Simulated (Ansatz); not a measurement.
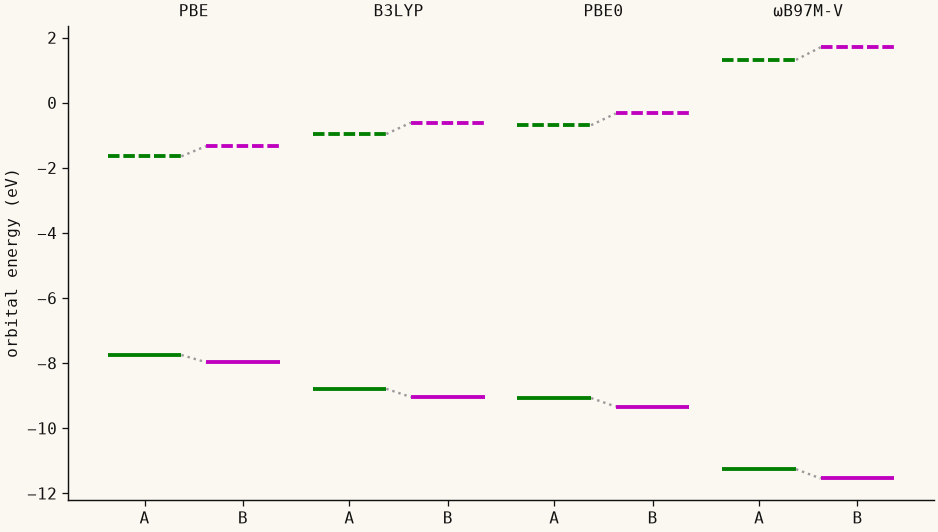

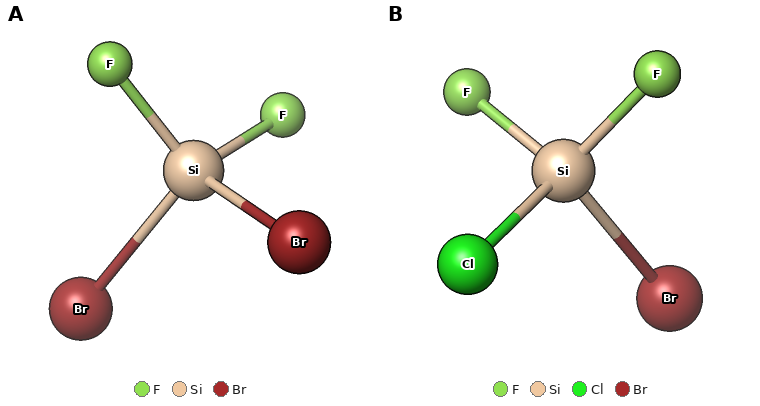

One change: A, SiBr₂F₂ (SMILES F[Si](F)(Br)Br), becomes B, SiBrClF₂ (SMILES F[Si](F)(Cl)Br). Br on Si is replaced by Cl. HOMO (solid) and LUMO (dashed) computed in def2-TZVPP at PBE0-D4/def2-TZVP geometries, both minima by their frequencies, gas phase, the Ansatz code 0.2.0. Empty levels above zero depend strongly on the basis.

### What does the change do to HOMO and LUMO?

PBE: the HOMO falls by 0.22 eV, the LUMO rises by 0.31 eV, and the separation goes from 6.10 to 6.64 eV. B3LYP: the HOMO falls by 0.25 eV, the LUMO rises by 0.35 eV, and the separation goes from 7.83 to 8.43 eV. PBE0: the HOMO falls by 0.26 eV, the LUMO rises by 0.36 eV, and the separation goes from 8.38 to 9.00 eV. ωB97M-V: the HOMO falls by 0.29 eV, the LUMO rises by 0.39 eV, and the separation goes from 12.57 to 13.25 eV.

### Do the functionals agree on the effect?

They agree on the direction for both levels; the HOMO shift lies between −0.29 and −0.22 eV and the LUMO shift between 0.31 and 0.39 eV, while the separations themselves differ by up to 6.6 eV between functionals.
